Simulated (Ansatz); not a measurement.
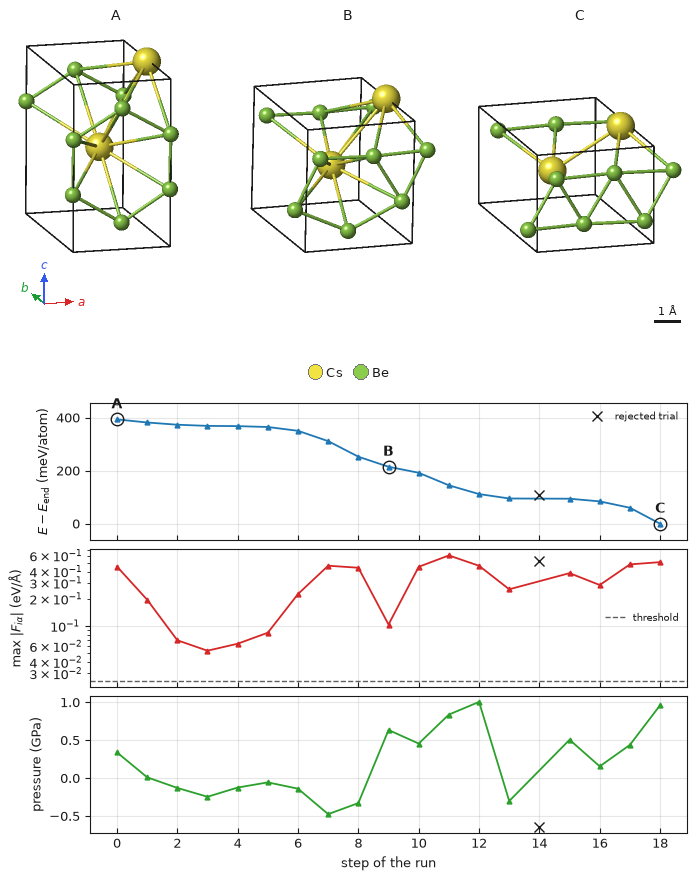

Frames of a relaxation of solid CsBe2 (a generated structure, set up in P1) (coarse preliminary run), marked on the history of the run. The picture is a ball-and-stick view of the cell of the calculation, seen slightly off an axis.

Method: Ansatz, DFT PBE, scalar-relativistic, plane waves, PAW. (plane-wave cutoff 420 eV; k-point mesh 6 × 4 × 4; occupations gaussian; smearing width 0.2 eV; no spin polarisation; cell and atoms relaxed; force threshold 0.025 eV/Å; at most 60 steps)

Describe the path.

Answer. The run was cut off at its time limit before the relaxation converged, so the last structure is only a point on the way. Over 17 accepted moves (18 points after the start) the energy falls by 394 meV per atom. Largest force component: 0.45 eV/Å at the start, 0.51 eV/Å at the end. Pressure: 0.34 GPa at the start and 0.96 GPa at the end. The line search rejected the trial step at point 14 of the run. The largest moves relative to the cell, 0.83 Å, are those of Be atoms. Largest moves by element: Be 0.83 Å, Cs 0.80 Å. Cell: a 3.998 → 4.778 Å (+19.5 %), b 5.827 → 6.934 Å (+19.0 %), c 6.775 → 3.901 Å (−42.4 %), α 90.9° → 88.8°, β 92.1° → 90.6°, γ 88.8° → 90.3°. Volume −18.1 %. Near-neighbour distances that change, for instance: Be–Be 4.623 → 2.314 Å, Be–Be 4.527 → 2.339 Å, Be–Cs 3.608 → 5.470 Å, Be–Be 4.074 → 2.259 Å. Bond angles that change, for instance: Be–Be–Be 120.0° → 57.4°, Be–Be–Be 121.5° → 59.8°, Be–Be–Be 118.1° → 59.1°. The space group stays P1 (No. 1). From step 0 to 9: a Be atom moves most (0.71 Å), volume −13.5 %, energy −179 meV per atom. From step 9 to 18: a Cs atom moves most (0.69 Å), volume −5.2 %, energy −215 meV per atom.

```
step  E − E(0), meV/atom  largest force component, eV/Å  pressure, GPa  volume, Å³/atom      note
   0                0.00                         0.4550           0.34           26.284          
   1              -11.64                         0.1958           0.01           26.452          
   2              -20.11                         0.0698          -0.13           26.368          
   3              -24.45                         0.0535          -0.24           26.041          
   4              -25.39                         0.0639          -0.12           25.864          
   5              -28.69                         0.0846          -0.06           25.607          
   6              -43.04                         0.2263          -0.14           25.209          
   7              -81.92                         0.4649          -0.47           24.471          
   8             -140.68                         0.4415          -0.33           23.580          
   9             -178.67                         0.1041           0.64           22.725          
  10             -201.28                         0.4521           0.46           22.433          
  11             -248.62                         0.6040           0.84           21.836          
  12             -281.66                         0.4641           1.01           21.477          
  13             -298.34                         0.2552          -0.30           21.976          
  14             -284.40                         0.5300          -0.64           22.169  rejected
  15             -299.19                         0.3849           0.51           21.652          
  16             -309.20                         0.2846           0.16           21.786          
  17             -333.28                         0.4809           0.44           21.693          
  18             -393.50                         0.5092           0.96           21.536
```
